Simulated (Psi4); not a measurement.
# One shape, several levels: AlNH2Cl (SMILES [NH2][Al][Cl])

We compute a comparison of 4 runs (UHF/3-21G, ROHF/6-31G**, UB3LYP/6-31G*) of AlNH2Cl. 

Program for the calculation: Psi4 1.11.

4 further runs of the same task are left out: 1 that didn't finish, 3 set aside as unsound or not needed.

## (1) The structure to begin with

AlNH2Cl: 5 atoms, total charge 0, spin state doublet. As SMILES, `[NH2][Al][Cl]`. The coordinates come from a PBE0-D4/def2-TZVP relaxation. This is one conformer, not always the lowest.

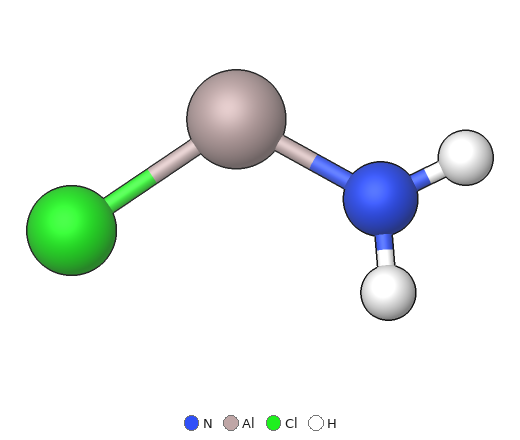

The structure, seen from a chosen angle (nitrogen blue, aluminium light grey, chlorine green, hydrogen white).

## (2) The energy at UHF/3-21G (run 1)

alclh2n.xyz

```xyz
5
AlClH2N
N     -0.549400     0.461700    -0.232000
Al     0.402600    -0.291600     1.049100
Cl     1.907000    -1.649700     0.440800
H     -1.293600     1.123300    -0.083500
H     -0.416600     0.282700    -1.215900
```

calc.py

```python
import psi4

psi4.set_memory(1600000000)
psi4.set_num_threads(1)
psi4.core.set_output_file('psi4.out', False)

with open('alclh2n.xyz') as f:
    atoms = ''.join(f.readlines()[2:])
m = psi4.geometry('0 2\n' + atoms + 'symmetry c1')

psi4.set_options({
    'basis': '3-21G',
    'reference': 'uhf',
    'puream': True,
    'e_convergence': 1e-09,
    'd_convergence': 1e-08,
    'scf_type': 'pk',
    'maxiter': 200,
})

e = psi4.energy("scf")
print(f'total energy {e:.8f} hartree = {e * 27.211386:.5f} eV')
for k, v in sorted(psi4.core.scalar_variables().items()):
    print(f'{k:45s} {v:18.10f}')
```

Launch:

```
python calc.py
```

psi4.out:

```text
[...]
  Running in c1 symmetry.
[...]
  Nuclear repulsion =  119.524169334353630
[...]
  Multiplicity = 2
[...]
  Nalpha       = 20
  Nbeta        = 19
[...]
    Number of basis functions: 39
[...]
   @UHF iter   1:  -753.19358304904438   -6.49263e-01   1.09141e-02 ADIIS/DIIS
[...]
   @UHF iter  13:  -753.28342766866899   -1.59162e-12   5.52198e-09 DIIS
[...]
   @S^2 Observed:                7.541506914E-01
[...]
    Orbital Energies [Eh]
    ---------------------
    Alpha Occupied:
       1A   -104.072381     2A    -58.107368     3A    -15.459119
       4A    -10.467126     5A     -7.931495     6A     -7.926848
       7A     -7.926614     8A     -4.915658     9A     -3.220291
      10A     -3.215525    11A     -3.215498    12A     -1.116224
      13A     -1.071018    14A     -0.648881    15A     -0.615254
      16A     -0.514777    17A     -0.458037    18A     -0.455710
      19A     -0.400059    20A     -0.324475
    Alpha Virtual:
      21A      0.065521    22A      0.128513    23A      0.161173
      24A      0.272128    25A      0.319866    26A      0.338521
[...]
  @UHF Final Energy:  -753.28342766866899
   => Energetics <=
    Nuclear Repulsion Energy =            119.5241693343536298
    One-Electron Energy =               -1281.9311733208735404
    Two-Electron Energy =                 409.1235763178509046
    Total Energy =                       -753.2834276686689918
  UHF NO Occupations:
  HONO-2 :   18  A 1.9994477
  HONO-1 :   19  A 1.9985758
[...]
 Multipole Moments:
 ------------------------------------------------------------------------------------
     Multipole            Electronic (a.u.)      Nuclear  (a.u.)        Total (a.u.)
 ------------------------------------------------------------------------------------
 L = 1.  Multiply by 2.5417464519 to convert [e a0] to [Debye]
 Dipole X            :          2.5940355           -3.7462745           -1.1522390
 Dipole Y            :         -2.0990248            3.1189524            1.0199275
 Dipole Z            :          2.7597286           -2.6086102            0.1511184
 Magnitude           :                                                    1.5462030
[...]
```

The script printed:

```text
total energy -753.28342767 hartree = -20497.88612 eV
CURRENT ENERGY                                   -753.2834276687
CURRENT REFERENCE ENERGY                         -753.2834276687
DD SOLVATION ENERGY                                 0.0000000000
HF KINETIC ENERGY                                 752.5495797878
HF POTENTIAL ENERGY                             -1505.8330074565
HF TOTAL ENERGY                                  -753.2834276687
HF VIRIAL RATIO                                     2.0009751489
NUCLEAR REPULSION ENERGY                          119.5241693344
ONE-ELECTRON ENERGY                             -1281.9311733209
PCM POLARIZATION ENERGY                             0.0000000000
PE ENERGY                                           0.0000000000
SCF ITERATION ENERGY                             -753.2834276687
SCF ITERATIONS                                     13.0000000000
SCF TOTAL ENERGY                                 -753.2834276687
TWO-ELECTRON ENERGY                               409.1235763179
```

Run time: 2.9 s. Hardware: 1 thread of Intel Xeon Platinum 8259CL at 2.50GHz (Skylake/Cascade Lake), shared host; peak memory 0.18 GiB.

## (3) Energy and forces at ROHF/6-31G(d,p) (density fitting, spherical functions) (run 2)

alclh2n.py

```python
import psi4

psi4.set_memory(1600000000)
psi4.set_num_threads(1)
psi4.set_output_file('output.dat', False)

geom = psi4.geometry("""
0 2
N     -0.549400     0.461700    -0.232000
Al     0.402600    -0.291600     1.049100
Cl     1.907000    -1.649700     0.440800
H     -1.293600     1.123300    -0.083500
H     -0.416600     0.282700    -1.215900
symmetry c1
""")

psi4.set_options({
    'basis': '6-31G**',
    'reference': 'rohf',
    'scf_initial_accelerator': 'none',
    'puream': True,
})

e = psi4.gradient('hf')
print('gradient / Eh bohr^-1')
print(e.np.round(6))
```

Launch:

```
python alclh2n.py
```

output.dat:

```text
[...]
  Running in c1 symmetry.
[...]
  Nuclear repulsion =  119.524169334353630
[...]
  Multiplicity = 2
[...]
  Nalpha       = 20
  Nbeta        = 19
[...]
    Number of basis functions: 60
[...]
   @DF-ROHF iter   1:  -756.96927444877235   -6.61514e-01   5.73600e-03 DIIS
[...]
   @DF-ROHF iter  11:  -757.08318184991140   -1.01181e-11   5.65462e-09 DIIS
[...]
    Orbital Energies [Eh]
    ---------------------
    Doubly Occupied:
       1A   -104.786445     2A    -58.497710     3A    -15.540118
       4A    -10.527400     5A     -7.995130     6A     -7.993392
       7A     -7.993236     8A     -4.920235     9A     -3.234091
      10A     -3.233491    11A     -3.232330    12A     -1.115908
      13A     -1.061854    14A     -0.647827    15A     -0.598036
      16A     -0.511387    17A     -0.457137    18A     -0.452598
      19A     -0.406124
    Singly Occupied:
      20A     -0.137358
[...]
  @DF-ROHF Final Energy:  -757.08318184991140
   => Energetics <=
    Nuclear Repulsion Energy =            119.5241693343536298
    One-Electron Energy =               -1286.4759279808231440
    Two-Electron Energy =                 409.8685767965581590
    Total Energy =                       -757.0831818499112842
[...]
 Multipole Moments:
 ------------------------------------------------------------------------------------
     Multipole            Electronic (a.u.)      Nuclear  (a.u.)        Total (a.u.)
 ------------------------------------------------------------------------------------
 L = 1.  Multiply by 2.5417464519 to convert [e a0] to [Debye]
 Dipole X            :          2.8935975           -3.7462745           -0.8526770
 Dipole Y            :         -2.3668356            3.1189524            0.7521168
 Dipole Z            :          2.6793419           -2.6086102            0.0707317
 Magnitude           :                                                    1.1391842
[...]
  -Total Gradient:
     Atom            X                  Y                   Z
    ------   -----------------  -----------------  -----------------
       1        0.005240013493    -0.004003506545     0.009161029217
       2        0.002586346052    -0.002436803768    -0.002686167992
       3       -0.002551128485     0.002334321027     0.001564203184
       4       -0.007275435421     0.006491186946     0.001902993931
       5        0.002000204353    -0.002385197655    -0.009942058340
[...]
```

Standard output:

```text
gradient / Eh bohr^-1
[[ 0.00524  -0.004004  0.009161]
 [ 0.002586 -0.002437 -0.002686]
 [-0.002551  0.002334  0.001564]
 [-0.007275  0.006491  0.001903]
 [ 0.002    -0.002385 -0.009942]]
```

It took 4.2 s on 1 thread of Intel Xeon Platinum 8259CL at 2.50GHz (Skylake/Cascade Lake), shared host; peak memory 0.17 GiB.

## (4) Energy and forces at ROHF/6-31G(d,p) (density fitting with def2-universal-jkfit, Cartesian functions) (run 3)

alclh2n_ase.py

```python
import numpy as np
from ase.calculators.psi4 import Psi4
from ase import Atoms

a = Atoms(['N', 'Al', 'Cl', 'H', 'H'], positions=[
    [-0.549400, 0.461700, -0.232000],
    [0.402600, -0.291600, 1.049100],
    [1.907000, -1.649700, 0.440800],
    [-1.293600, 1.123300, -0.083500],
    [-0.416600, 0.282700, -1.215900],
])
calc = Psi4(atoms=a, method='hf', basis='6-31G**', memory='1600MB', num_threads=1, charge=0, multiplicity=2, label='psi4-calc', reference='rohf')
calc.psi4.set_options({'damping_percentage': 60, 'df_basis_scf': 'def2-universal-jkfit', 'e_convergence': 0.0001, 'maxiter': 50})
a.calc = calc

forces = a.get_forces()
print(f'energy: {a.get_potential_energy():.6f} eV')
print('forces / eV A^-1')
print(np.round(forces, 5))
```

Launch:

```
python alclh2n_ase.py
```

psi4-calc.dat:

```text
[...]
  Running in c1 symmetry.
[...]
  Nuclear repulsion =  119.524169334353630
[...]
  Multiplicity = 2
[...]
  Nalpha       = 20
  Nbeta        = 19
[...]
    Number of basis functions: 63
[...]
   @DF-ROHF iter   1:  -756.97131628038244   -6.64148e-01   5.52088e-03 DIIS
[...]
   @DF-ROHF iter  19:  -757.08548372835787   -9.91339e-05   3.71021e-14 DIIS/DAMP=60%
[...]
    Orbital Energies [Eh]
    ---------------------
    Doubly Occupied:
       1A   -104.792581     2A    -58.500437     3A    -15.542656
       4A    -10.528213     5A     -7.996718     6A     -7.994993
       7A     -7.994837     8A     -4.920697     9A     -3.234781
      10A     -3.234174    11A     -3.233001    12A     -1.115841
      13A     -1.061809    14A     -0.647814    15A     -0.598066
      16A     -0.511499    17A     -0.457225    18A     -0.452695
      19A     -0.406143
    Singly Occupied:
      20A     -0.137381
[...]
  @DF-ROHF Final Energy:  -757.08548372835787
   => Energetics <=
    Nuclear Repulsion Energy =            119.5241693343536298
    One-Electron Energy =               -1286.4411539963939504
    Two-Electron Energy =                 409.8315009336824346
    Total Energy =                       -757.0854837283577581
[...]
 Multipole Moments:
 ------------------------------------------------------------------------------------
     Multipole            Electronic (a.u.)      Nuclear  (a.u.)        Total (a.u.)
 ------------------------------------------------------------------------------------
 L = 1.  Multiply by 2.5417464519 to convert [e a0] to [Debye]
 Dipole X            :          2.8962664           -3.7462745           -0.8500080
 Dipole Y            :         -2.3692704            3.1189524            0.7496820
 Dipole Z            :          2.6778691           -2.6086102            0.0692589
 Magnitude           :                                                    1.1354882
[...]
  -Total Gradient:
     Atom            X                  Y                   Z
    ------   -----------------  -----------------  -----------------
       1        0.005055223467    -0.003859806381     0.008872074350
       2        0.002711224379    -0.002527370829    -0.002388229065
       3       -0.002514481375     0.002300027111     0.001530268047
       4       -0.007247316814     0.006467265451     0.001914577397
       5        0.001995350335    -0.002380115346    -0.009928690729
[...]
```

Standard output:

```text
energy: -20601.345351 eV
forces / eV A^-1
[[-0.25995  0.19848 -0.45622]
 [-0.13942  0.12996  0.12281]
 [ 0.1293  -0.11827 -0.07869]
 [ 0.37267 -0.33256 -0.09845]
 [-0.10261  0.12239  0.51055]]
```

It took 4.5 s on 1 thread of Intel Xeon Platinum 8259CL at 2.50GHz (Skylake/Cascade Lake), shared host; peak memory 0.23 GiB.

## (5) The energy at UB3LYP/6-31G(d) (Cartesian functions) (run 4)

alclh2n.dat

```
memory 1.6 GB

molecule molecule1 {
  0 2
  N     -0.549400     0.461700    -0.232000
  Al     0.402600    -0.291600     1.049100
  Cl     1.907000    -1.649700     0.440800
  H     -1.293600     1.123300    -0.083500
  H     -0.416600     0.282700    -1.215900
  symmetry c1
}

set {
  basis 6-31G*
  reference uks
  puream false
  e_convergence 1e-09
  d_convergence 1e-08
  scf_type pk
  dft_radial_points 99
  dft_spherical_points 590
  maxiter 200
}

result, w = energy("b3lyp", return_wfn=True)
oeprop(w, "WIBERG_LOWDIN_INDICES", "DIPOLE", "LOWDIN_CHARGES", title="B3LYP")
print_variables()
```

Launch:

```
psi4 -n 1 alclh2n.dat alclh2n.out
```

alclh2n.out:

```text
[...]
  Running in c1 symmetry.
[...]
  Nuclear repulsion =  119.524169334353630
[...]
  Multiplicity = 2
[...]
  Nalpha       = 20
  Nbeta        = 19
[...]
    Number of basis functions: 57
[...]
   @UKS iter   1:  -758.31453122311677   -1.25514e-01   1.50610e-02 DIIS/ADIIS
[...]
   @UKS iter  14:  -758.64716718552609   -9.09495e-13   4.76997e-09 DIIS
[...]
   @S^2 Observed:                7.515728274E-01
[...]
    Orbital Energies [Eh]
    ---------------------
    Alpha Occupied:
       1A   -101.519962     2A    -56.075305     3A    -14.320747
       4A     -9.438561     5A     -7.199152     6A     -7.194491
       7A     -7.194260     8A     -4.161752     9A     -2.715888
      10A     -2.715154    11A     -2.711804    12A     -0.839045
      13A     -0.799858    14A     -0.491310    15A     -0.448951
      16A     -0.378255    17A     -0.323840    18A     -0.320544
      19A     -0.267548    20A     -0.214192
    Alpha Virtual:
      21A     -0.031244    22A      0.025378    23A      0.031848
      24A      0.117433    25A      0.131199    26A      0.152185
[...]
  @UKS Final Energy:  -758.64716718552609
   => Energetics <=
    Nuclear Repulsion Energy =            119.5241693343536298
    One-Electron Energy =               -1286.5807746576106183
    Two-Electron Energy =                 452.4450533068700793
    DFT Exchange-Correlation Energy =     -44.0356151691392839
    Empirical Dispersion Energy =           0.0000000000000000
    VV10 Nonlocal Energy =                  0.0000000000000000
    Total Energy =                       -758.6471671855262002
[...]
 Multipole Moments:
 ------------------------------------------------------------------------------------
     Multipole            Electronic (a.u.)      Nuclear  (a.u.)        Total (a.u.)
 ------------------------------------------------------------------------------------
 L = 1.  Multiply by 2.5417464519 to convert [e a0] to [Debye]
 Dipole X            :          2.9356114           -3.7462745           -0.8106630
 Dipole Y            :         -2.4138143            3.1189524            0.7051381
 Dipole Z            :          2.5201986           -2.6086102           -0.0884116
 Magnitude           :                                                    1.0780589
[...]
```

It took 32 s on 1 thread of Intel Xeon Platinum 8259CL at 2.50GHz (Skylake/Cascade Lake), shared host; peak memory 0.62 GiB.

## (6) All runs side by side

| run | level | task | integrals | energy (Eh) | dipole moment (D) | wall time |
| --- | --- | --- | --- | --- | --- | --- |
| 1 | UHF/3-21G | energy | pk | -753.283428 | 3.93 | 2.9 s |
| 2 | ROHF/6-31G** (density fitting, spherical functions) | gradient | df | -757.083182 | 2.90 | 4.2 s |
| 3 | ROHF/6-31G** (density fitting with def2-universal-jkfit, Cartesian functions) | gradient | df | -757.085484 | 2.89 | 4.5 s |
| 4 | UB3LYP/6-31G* (Cartesian functions) | energy | pk | -758.647167 | 2.74 | 32 s |

## (7) What came out

| quantity | value |
| --- | --- |
| run 4: total energy | -758.64717 Eh |
| run 4: dipole moment | 2.74 D |
| run 4: HOMO energy (highest over α and β) | -5.83 eV |
| run 4: LUMO energy (lowest over α and β) | -2.94 eV |
| run 4: ⟨S²⟩ | 0.752 |

What this shows: The dipole moment (its size) runs from 2.74 D (UB3LYP/6-31G*) to 3.93 D (UHF/3-21G). The two ends differ in method and basis. All runs together took 43 s, the longest 32 s.
